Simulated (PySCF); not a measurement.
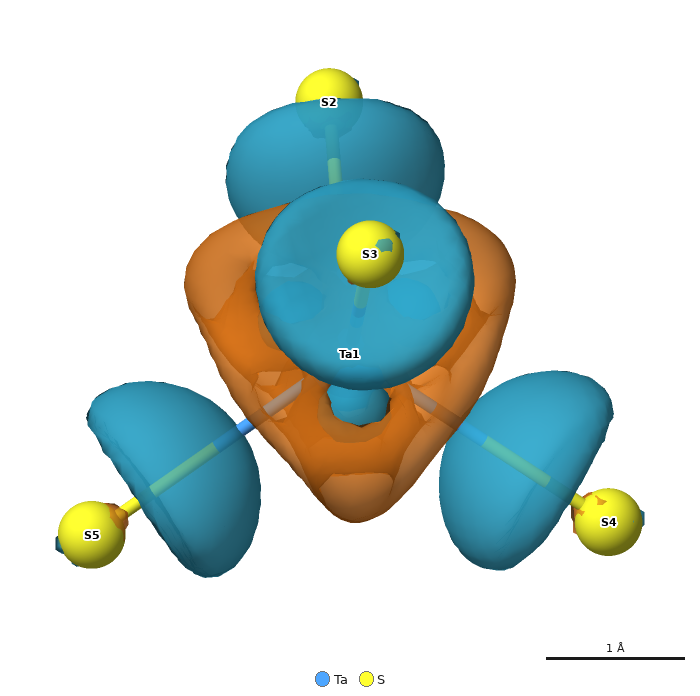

Figure 1: [TaS4]3- (S4Ta, charge −3). Deformation density (molecule less spherical, spin-averaged free atoms at the same positions), surfaces at ±0.07 e/Å³; light blue: gain, orange: loss.

PySCF calculation, CAM-B3LYP/def2-SVPD, gas phase; geometry: GFN2-xTB. Core potentials replace the inner electrons of Ta; spin–orbit coupling isn't included. The highest occupied orbitals have positive energy: in the gas phase this ion holds its electrons only through the finite basis. This is a single-reference result, which may miss multireference character in this system. No frequency check shows the geometry to be a minimum. GFN2-xTB bond lengths at metals and heavier atoms can be off by up to 0.1 Å and shapes distorted, which carries into these values.

Question: Describe the bonding that the map shows.

Answer: Ta1–S5 and Ta1–S4: +0.14 e/Å³ at the bond critical point (bond length 2.30 Å). Ta1–S3 and Ta1–S2: +0.14 e/Å³ at the bond critical point (bond length 2.31 Å). In all, 3.7 electrons gather in the regions of gain relative to the promolecule of neutral atoms (this includes the anion's extra charge). A small or negative value marks a very polar bond, one between electron-rich atoms, whose free-atom densities already overlap strongly, a long bond to a heavier atom, or a closed-shell contact such as a hydrogen bond.
